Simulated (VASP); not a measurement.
# Co: free energy against electron temperature

Wanted: TS, pressure and Fermi level of Co against the smearing width, on one dense mesh.

Calculated with VASP 6.6.1; PBEsol, spin-polarised from a ferromagnetic start; plane waves and PAW (Co), in the first sound run; inputs show where later runs differ.

## Step 1: The starting structure

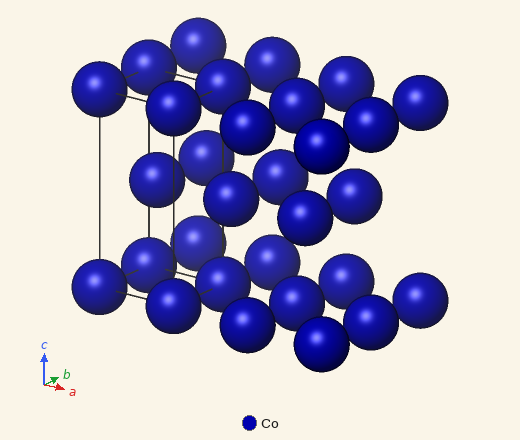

Start, viewed slightly off an axis; cobalt blue. 3×2×1 cells are drawn. Some periodic images of atoms are drawn too.

As a file:

```xyz
2
Lattice="2.5100 0.0000 0.0000 -1.2550 2.1737 0.0000 0.0000 0.0000 4.0712" Properties=species:S:1:pos:R:3 pbc="T T T"
Co    0.0000    0.0000    0.0000
Co    0.0000    1.4491    2.0356
```

## Step 2: Relax the crystal, PBEsol

The cell is relaxed and then held.

This step took 2 runs in a row; the last is shown.

Level: PBEsol, spin-polarised from a ferromagnetic start; plane waves and PAW (Co).

The input, INCAR:

```
SYSTEM = Co
PREC = Accurate
ENCUT = 450
EDIFF = 1E-07
NELM = 120
ISMEAR = 1
SIGMA = 0.15
LREAL = .FALSE.
ALGO = Normal
GGA = PS
NBANDS = 18
ISPIN = 2
MAGMOM = 1.5 1.5
LASPH = .TRUE.
LMAXMIX = 4
LORBIT = 11
LWAVE = .FALSE.
LCHARG = .FALSE.
KPAR = 8
IBRION = 2
NSW = 40
ISIF = 3
EDIFFG = -0.005
POTIM = 0.4
```

The input, POSCAR:

```
Co
1.0
    2.4545823640      0.0000000000      0.0000000000
   -1.2272911820      2.1257306829      0.0000000000
    0.0000000000      0.0000000000      3.9623436502
Co
2
Direct
    0.0000000000      0.0000000000      0.0000000000
    0.3333333333      0.6666666667      0.5000000000
```

The input, KPOINTS:

```
Automatic mesh
0
Gamma
20 20 11
0 0 0
```

The projector-augmented-wave data sets are Co (PBE family, release 64).

The run is started by

```
mpirun -np 8 vasp_std
```

The program printed:

```text
[banner, memory and clock lines left out]
running    8 mpi-ranks, on    1 nodes
[...]
|                                                                             |
|           W    W    AA    RRRRR   N    N  II  N    N   GGGG   !!!           |
|           W    W   A  A   R    R  NN   N  II  NN   N  G    G  !!!           |
|           W    W  A    A  R    R  N N  N  II  N N  N  G       !!!           |
|           W WW W  AAAAAA  RRRRR   N  N N  II  N  N N  G  GGG   !            |
|           WW  WW  A    A  R   R   N   NN  II  N   NN  G    G                |
|           W    W  A    A  R    R  N    N  II  N    N   GGGG   !!!           |
|                                                                             |
|     For optimal performance we recommend to set                             |
|       NCORE = 2 up to number-of-cores-per-socket                            |
|     NCORE specifies how many cores store one orbital (NPAR=cpu/NCORE).      |
|     This setting can greatly improve the performance of VASP for DFT.       |
[...]
DAV:   4    -0.154747682232E+02    0.25102E-05   -0.11648E-06 22842   0.121E-02    0.106E-02
DAV:   5    -0.154747662704E+02    0.19528E-05   -0.50697E-07 28552   0.885E-03    0.158E-03
DAV:   6    -0.154747661900E+02    0.80393E-07   -0.55120E-08 10440   0.283E-03
   2 F= -.15474766E+02 E0= -.15475090E+02  d E =-.294041E-05  mag=     3.1521
 trial-energy change:   -0.000003  1 .order   -0.000001   -0.000015    0.000012
 step:   0.6272(harm=  0.5521)  dis= 0.00000  next Energy=   -15.474768 (dE=-0.519E-05)
[...]
N       E                     dE             d eps       ncg     rms          rms(c)
DAV:   1    -0.154747937696E+02   -0.27499E-04   -0.22474E-04 20180   0.265E-01    0.405E-02
DAV:   2    -0.154747733065E+02    0.20463E-04   -0.73665E-05 20606   0.182E-01    0.251E-02
DAV:   3    -0.154747692368E+02    0.40697E-05   -0.83981E-06 20380   0.592E-02    0.112E-02
DAV:   4    -0.154747687396E+02    0.49720E-06   -0.15130E-07 17934   0.449E-03    0.402E-03
DAV:   5    -0.154747682318E+02    0.50782E-06   -0.51538E-08 10174   0.356E-03    0.602E-04
DAV:   6    -0.154747682677E+02   -0.35896E-07   -0.33077E-08  9770   0.212E-03
   3 F= -.15474768E+02 E0= -.15475092E+02  d E =-.501807E-05  mag=     3.1525
[...]
reached required accuracy - stopping structural energy minimisation
```

Wall time 31 s (8 MPI ranks of Intel Xeon Platinum 8488C (Sapphire Rapids), shared host); peak memory 1.8 GiB.

Lines that name or quote the potential files are left out of all logs, and their timing lines are given in words.

Parts of OUTCAR (step 2):

```text
  Total        0.0053127      0.0053127      0.0010100      0.0000000     -0.0000000      0.0000000
  in kB        0.4119420      0.4119420      0.0783152      0.0000000     -0.0000000      0.0000000
  external PRESSURE =       0.3007331 kB  Pullay stress =       0.0000000 kB

 POSITION                                       TOTAL-FORCE (eV/Angst)
 -----------------------------------------------------------------------------------
     -0.00000      0.00000      0.00000        -0.000000      0.000000      0.000000
     -0.00000      1.41694      1.98065         0.000000     -0.000000      0.000000
 -----------------------------------------------------------------------------------
    total drift:                               -0.000000      0.000000     -0.000000

  FREE ENERGIE OF THE ION-ELECTRON SYSTEM (eV)
  ---------------------------------------------------
  free  energy   TOTEN  =       -15.4747682677 eV

  energy  without entropy=      -15.4757408904  energy(sigma->0) =      -15.47509248

 reached required accuracy - stopping structural energy minimisation

 magnetization (x)
# of ion       s       p       d       tot
------------------------------------------
    1       -0.015  -0.052   1.649   1.582
    2       -0.015  -0.052   1.649   1.582
--------------------------------------------------
tot         -0.030  -0.104   3.299   3.165

[... 3 further parts left out ...]
[key lines of the parts left out:]
E-fermi :  10.7634
```

This run gave:

- energy(sigma→0) of the program: -15.4751 eV
- stress, compression positive: xx, yy, zz 0.04, 0.04, 0.01 GPa
- volume: 20.663 Å³
- ionic steps: 3

## Step 3: Tetrahedra, PBEsol

Tetrahedra give the density of states at the Fermi level without smearing.

Level: PBEsol, spin-polarised from a ferromagnetic start; plane waves and PAW (Co).

The input, INCAR:

```
SYSTEM = Co
PREC = Accurate
ENCUT = 450
EDIFF = 1E-08
NELM = 100
ISMEAR = -5
SIGMA = 0.15
LREAL = .FALSE.
ALGO = Normal
GGA = PS
NBANDS = 25
ISPIN = 2
MAGMOM = 1.5 1.5
LASPH = .TRUE.
LMAXMIX = 4
LORBIT = 11
LWAVE = .FALSE.
LCHARG = .FALSE.
KPAR = 2
ISIF = 2
NEDOS = 3001
```

The input, POSCAR:

```
Co
1.0
    2.4542057504      0.0000000000      0.0000000000
   -1.2271028752      2.1254045259      0.0000000000
    0.0000000000      0.0000000000      3.9612984652
Co
2
Direct
    0.0000000000      0.0000000000      0.0000000000
    0.3333333333      0.6666666667      0.5000000000
```

The input, KPOINTS:

```
Automatic mesh
0
Gamma
36 36 20
0 0 0
```

The run is started by

```
mpirun -np 2 vasp_std
```

The program printed:

```text
[banner, memory and clock lines left out]
running    2 mpi-ranks, on    1 nodes
[...]
[... a notice as in an earlier step ...]

 LDA part: xc-table for (Slater+PW92), standard interpolation
 POSCAR, INCAR and KPOINTS ok, starting setup
[...]
entering main loop
       N       E                     dE             d eps       ncg     rms          rms(c)
DAV:   1     0.839305987418E+02    0.83931E+02   -0.60915E+03151564   0.834E+02
DAV:   2    -0.121080431622E+02   -0.96039E+02   -0.84985E+02147180   0.185E+02
DAV:   3    -0.179409753443E+02   -0.58329E+01   -0.55897E+01164457   0.506E+01
DAV:   4    -0.180324951421E+02   -0.91520E-01   -0.91397E-01168936   0.582E+00
[...]
DAV:  17    -0.154736046018E+02    0.10253E-06   -0.35703E-10 99551   0.241E-04    0.116E-04
DAV:  18    -0.154736045859E+02    0.15923E-07   -0.25272E-10 90016   0.946E-05    0.221E-05
DAV:  19    -0.154736045889E+02   -0.29836E-08   -0.23004E-11 87180   0.307E-05
   1 F= -.15473605E+02 E0= -.15473605E+02  d E =0.000000E+00  mag=     3.1218
|                                                                             |
|           W    W    AA    RRRRR   N    N  II  N    N   GGGG   !!!           |
|           W    W   A  A   R    R  NN   N  II  NN   N  G    G  !!!           |
|           W    W  A    A  R    R  N N  N  II  N N  N  G       !!!           |
|           W WW W  AAAAAA  RRRRR   N  N N  II  N  N N  G  GGG   !            |
|           WW  WW  A    A  R   R   N   NN  II  N   NN  G    G                |
|           W    W  A    A  R    R  N    N  II  N    N   GGGG   !!!           |
|                                                                             |
|     Tetrahedron method does not include variations of the Fermi             |
|     occupations, so forces and stress will be inaccurate. We suggest        |
|     using a different smearing scheme ISMEAR = 1 or 2 for metals in         |
|     relaxations.                                                            |
|                                                                             |
```

The job ended after 11 min (2 MPI ranks; peak memory 2 GiB).

OUTCAR, selected parts (step 3):

```text
  Total       -0.0325808     -0.0325808     -0.0271974     -0.0000000      0.0000000      0.0000000
  in kB       -2.5262831     -2.5262831     -2.1088629     -0.0000000      0.0000000      0.0000000
  external PRESSURE =      -2.3871430 kB  Pullay stress =       0.0000000 kB

 POSITION                                       TOTAL-FORCE (eV/Angst)
 -----------------------------------------------------------------------------------
      0.00000      0.00000      0.00000         0.000000      0.000000      0.000000
     -0.00000      1.41694      1.98065        -0.000000      0.000000      0.000000
 -----------------------------------------------------------------------------------
    total drift:                               -0.000000      0.000000     -0.000000

  FREE ENERGIE OF THE ION-ELECTRON SYSTEM (eV)
  ---------------------------------------------------
  free  energy   TOTEN  =       -15.4736045889 eV

  energy  without entropy=      -15.4736045889  energy(sigma->0) =      -15.47360459

 magnetization (x)
# of ion       s       p       d       tot
------------------------------------------
    1       -0.015  -0.053   1.636   1.568
    2       -0.015  -0.053   1.636   1.568
--------------------------------------------------
tot         -0.031  -0.105   3.271   3.135

[... 3 further parts left out ...]
[key lines of the parts left out:]
E-fermi :  10.7703
```

This run gave:

| Quantity | Value |
| --- | --- |
| energy(sigma→0) of the program | -15.4736 eV |

The run ends at a pressure of -0.24 GPa.

## Step 4: Electron temperature, PBEsol

One member in full: SIGMA = 0.05 eV.

Level: PBEsol, spin-polarised from a ferromagnetic start; plane waves and PAW (Co).

INCAR: that of step 3 with these lines changed.

```diff
@@ -5,4 +5,4 @@
 NELM = 100
-ISMEAR = -5
-SIGMA = 0.15
+ISMEAR = -1
+SIGMA = 0.05
 LREAL = .FALSE.
@@ -20,2 +20 @@
 ISIF = 2
-NEDOS = 3001
```

POSCAR is that of step 3.

KPOINTS is that of step 3.

The run is started by

```
mpirun -np 2 vasp_std
```

The program printed:

```text
[... set-up lines as in an earlier step ...]
 entering main loop
       N       E                     dE             d eps       ncg     rms          rms(c)
DAV:   1     0.839332528215E+02    0.83933E+02   -0.60915E+03151564   0.834E+02
DAV:   2    -0.121179328979E+02   -0.96051E+02   -0.85003E+02147180   0.185E+02
DAV:   3    -0.179588640518E+02   -0.58409E+01   -0.55826E+01164457   0.505E+01
DAV:   4    -0.180503728823E+02   -0.91509E-01   -0.91383E-01168936   0.582E+00
[...]
DAV:  15    -0.154804051649E+02    0.19980E-06   -0.16275E-08172419   0.154E-03    0.124E-03
DAV:  16    -0.154804051888E+02   -0.23912E-07   -0.30962E-09111636   0.585E-04    0.610E-04
DAV:  17    -0.154804051977E+02   -0.88946E-08   -0.40281E-10100973   0.258E-04
   1 F= -.15480405E+02 E0= -.15473432E+02  d E =-.139460E-01  mag=     3.1274
```

It took 8.9 min on 2 MPI ranks; peak memory 1.6 GiB; 18 min of CPU time.

From OUTCAR (step 4):

```text
  LATTYP: Found a hexagonal cell.
 ALAT       =     2.4542057504
 C/A-ratio  =     1.6140857239

 Subroutine GETGRP returns: Found 24 space group operations
 (whereof 12 operations were pure point group operations)

The static configuration has the point symmetry D_3h.
 The point group associated with its full space group is D_6h.

 Found   1397 irreducible k-points:

   dimension x,y,z NGX =    18 NGY =   18 NGZ =   28
   dimension x,y,z NGXF=    36 NGYF=   36 NGZF=   56

   ENCUT  =  450.0 eV  33.07 Ry    5.75 a.u.   4.24  4.24  6.85*2*pi/ulx,y,z

   NELECT =      18.0000    total number of electrons

 E-fermi :  10.7686

 spin component 1
 k-point     1 :       0.0000    0.0000    0.0000
  band No.  band energies     occupation
    ...
      8       8.8601      1.00000
      9       8.8601      1.00000
     10      10.0621      1.00000
     11      10.0621      1.00000
     12      10.6387      0.93069
     13      17.5928      0.00000
     14      33.0878      0.00000
     15      36.1174      0.00000
     16      36.1174      0.00000
     17      36.3505      0.00000
    ...

 k-point     2 :       0.0278    0.0000    0.0000
  band No.  band energies     occupation
    ...
      7       8.5002      1.00000
      8       8.8465      1.00000
      9       8.8510      1.00000
     10       9.8349      1.00000
     11      10.0662      1.00000
     12      10.8978      0.07015
     13      17.5968      0.00000
     14      32.9274      0.00000
     15      35.2324      0.00000
     16      35.6147      0.00000
    ...

 k-point     3 :       0.0556    0.0000    0.0000
  band No.  band energies     occupation
    ...
      7       8.5366      1.00000
      8       8.7992      1.00000
      9       8.8245      1.00000
     10       9.4866      1.00000
     11      10.0778      1.00000
     12      11.3483      0.00001
     13      17.6091      0.00000
     14      32.3719      0.00000
     15      34.3424      0.00000
     16      34.7763      0.00000
    ...

 k-point     4 :       0.0833   -0.0000    0.0000
  band No.  band energies     occupation
    ...
      7       8.5963      1.00000
      8       8.6898      1.00000
      9       8.7826      1.00000
     10       9.1874      1.00000
     11      10.0955      1.00000
     12      11.8489      0.00000
     13      17.6305      0.00000
     14      31.3887      0.00000
     15      33.7811      0.00000
     16      33.9088      0.00000
    ...

  Total       -0.0255796     -0.0255796      0.0033888      0.0000000      0.0000000      0.0000000
  in kB       -1.9834177     -1.9834177      0.2627678      0.0000000      0.0000000      0.0000000
  external PRESSURE =      -1.2346892 kB  Pullay stress =       0.0000000 kB

 POSITION                                       TOTAL-FORCE (eV/Angst)
 -----------------------------------------------------------------------------------
      0.00000      0.00000      0.00000        -0.000000     -0.000000      0.000000
     -0.00000      1.41694      1.98065         0.000000      0.000000      0.000000
 -----------------------------------------------------------------------------------
    total drift:                               -0.000000      0.000000     -0.000000

  FREE ENERGIE OF THE ION-ELECTRON SYSTEM (eV)
  ---------------------------------------------------
  free  energy   TOTEN  =       -15.4804051977 eV

  energy  without entropy=      -15.4664591651  energy(sigma->0) =      -15.47343218

 total charge
# of ion       s       p       d       tot
------------------------------------------
    1        0.510   0.569   7.293   8.371
    2        0.510   0.569   7.293   8.371
--------------------------------------------------
tot          1.020   1.137  14.585  16.743

 magnetization (x)
# of ion       s       p       d       tot
------------------------------------------
    1       -0.015  -0.052   1.637   1.570
    2       -0.015  -0.052   1.637   1.570
--------------------------------------------------
tot         -0.031  -0.104   3.275   3.140

[... 2 parts as in an earlier step ...]

[... 11 further parts left out ...]
```

Numbers from this step:

- energy(sigma→0) of the program: -15.4734 eV
- stress, compression positive: xx, yy, zz -0.20, -0.20, 0.03 GPa

The run ends at a pressure of -0.12 GPa.

## Step 5: The table

The other members went through these steps as far as the tables show, on the same mesh; 7 runs are not shown. The session took 2.7 core hours (wall time by ranks) on a shared machine.

```tsv
width kT (eV)	temperature (K)	free energy less that of the narrowest width (meV/atom)	TS (meV/atom)	pressure (GPa)	shift of the Fermi level (eV)
0.025	290	0.000	1.792	-0.149	0.000
0.050	580	-2.635	6.973	-0.123	0.001
0.075	870	-7.023	15.988	-0.064	0.002
0.100	1160	-13.405	29.995	-0.021	0.005
0.150	1741	?	?	-0.053	0.014
0.200	2321	-66.400	159.277	-0.262	0.024
0.300	3481	-178.618	441.447	-1.005	0.036
```

## Step 6: The Sommerfeld expansion

At low temperature TS = (π²/3) g (kT)², so TS, twice the difference of energy(sigma→0) and the free energy, over (π²/3)(kT)² is an effective density of states: 0.871, 0.848, 0.864, 0.912, 1.210, 1.491 states/eV/atom in the rows shown.

A least-squares parabola through the 6 rows shown, with σ the width in eV: g = 5.461 σ² + 0.6701 σ + 0.8136 (states/eV/atom), r.m.s. residual 0.030 states/eV/atom.

For the withheld row, σ = 0.15, the fit gives 1.037 states/eV/atom.

## Step 7: Checking the prediction

The calculation gives 1.055 states/eV/atom, so the prediction is 0.018 states/eV/atom too low, within twice the residual of the fit.

The parabola in σ is an empirical guide, not the expansion itself. Tetrahedra give g = 0.822 states/eV/atom at the Fermi level, the limit that the series should reach at zero width.

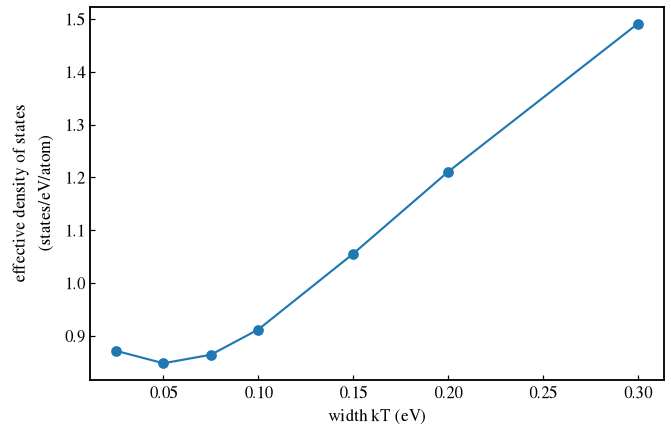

TS over (π²/3)(kT)² against the width.

## Step 8: Outcome

```
density of states at the Fermi level, tetrahedra : 0.82 states/eV/atom
Sommerfeld coefficient from it                   : 1.94 mJ per mole of atoms and K²
pressure at the widest setting                   : -1.01 GPa
error of the predicted g                         : -0.018 states/eV/atom
```

In words: Against the tetrahedron value, the effective density of states stands at +6 % at 0.025 eV, +3 % at 0.05 eV, +11 % at 0.1 eV, +81 % at 0.3 eV. The moment falls from 1.57 to 1.20 μB an atom over the series, so the change mixes the loss of order with the shape of the bands. The narrowest row breaks the trend of the next ones, as mesh noise would; no test of the mesh was run. The bare coefficient lacks the electron-phonon enhancement of measured heat capacities.

[Lines on the potential files, build, host, timing and source positions are cut from VASP's logs without a mark.]

[Logs are printed without paths, hosts, clocks, repeated set-up lines and the standing remarks that a program may print on its own settings, such as how far it seeks lower states.]

[Hosts, paths, dates, database ids (printed as entryN), source tags and the programs' standing remarks are cut or masked in the printed files.]
